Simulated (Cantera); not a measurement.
Charge: 1 mol SiCl4, 4 mol HCl, 9.2 mol H2, at 0.133 bar.

Method: chemical equilibrium by Gibbs-energy minimisation in Cantera with the NASA 1993 tables (ideal gas, pure condensed phases). Candidate condensed phases: Si; 19 gas species. The tables' values for SiCl3 are old estimates; treat these amounts as uncertain. Kinetics and transport are ignored.

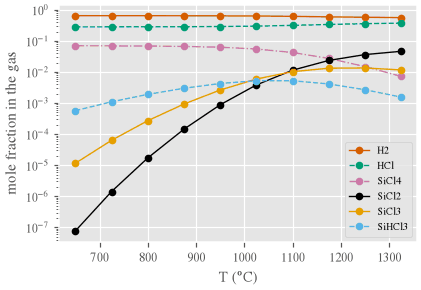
*Equilibrium gas composition (values under 1e-9 drawn at 1e-9)*

From 650 °C to 1325 °C nothing is condensed. The main Si-bearing gas is SiCl4 at 650 °C and SiCl2 at 1325 °C.
